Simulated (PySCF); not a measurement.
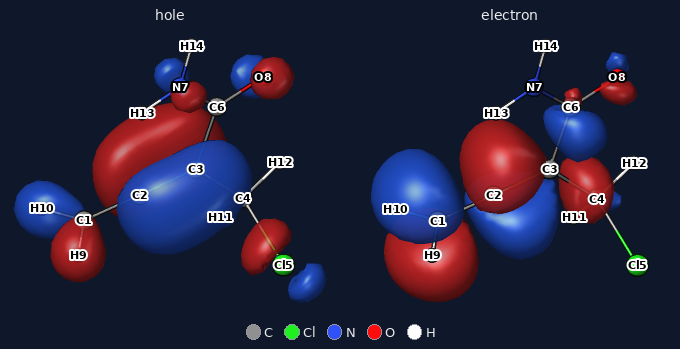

*C5H6ClNO, SMILES `C=C=C(CCl)C(N)=O`. Leading natural transition orbital pair of S₂ (TDHF singlet states); the surfaces enclose about 85 % of each orbital's density.*

Method: HF/6-31G*; geometry: GFN2-xTB; program: PySCF. No frequency check shows the geometry to be a minimum. GFN2-xTB bond lengths at metals and heavier atoms can be off by up to 0.1 Å and shapes distorted, which carries into these values. Without diffuse functions Rydberg states are missing, so the states' numbers hold for this basis only.

> Where does the state lie, and where do hole and electron sit?

6.52 eV (190 nm), f = 0.004; the leading pair carries 83 %; hole on C3 (33 %), C2 (28 %) and O8 (14 %), electron on C2 (30 %), C1 (28 %) and C3 and C6 (10 % each) (shares are of the whole state, not of the leading pair alone); their centroids lie 1.0 Å apart. In canonical orbitals it is mainly HOMO → LUMO+1 (72 %). The HOMO–LUMO gap is 13.26 eV.
